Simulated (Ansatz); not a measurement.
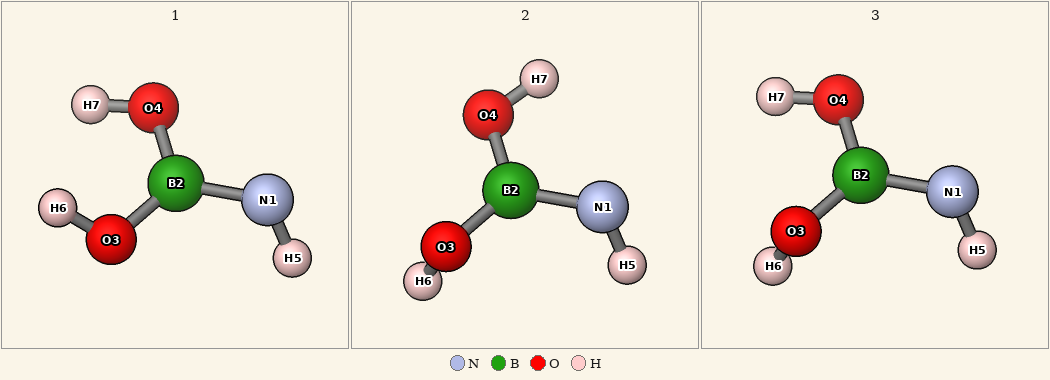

BH3NO2, SMILES [NH]B(O)O, spin multiplicity 2. The first coordinate is: dihedral N1–B2–O4–H7; the second: dihedral N1–B2–O3–H6. Nothing is relaxed (all other coordinates rigid). The scan uses a 10 × 10 grid. Points are written as (first, second). All energies are given in kJ/mol relative to the lowest grid point. All numbers below come from Ansatz 0.2.0, UKS PBE-D4/def2-TZVP.

The numbered pictures are structures from this grid.

### Rank them by energy, lowest first.

1, at (−180°, 144°): 25 kJ/mol; 2, at (0°, −108°): 34 kJ/mol; 3, at (−180°, −108°): 43 kJ/mol.

The map, with the structures marked:

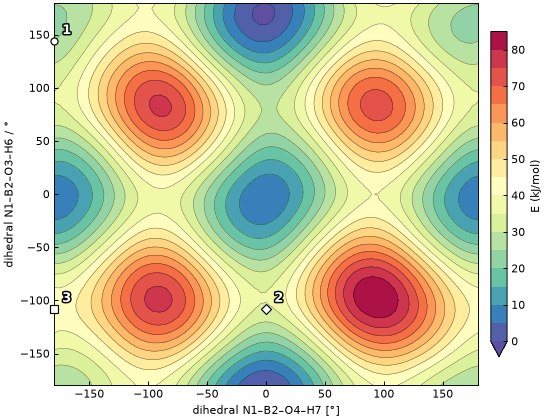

The picture shows filled contours. Between grid points the surface is interpolated.
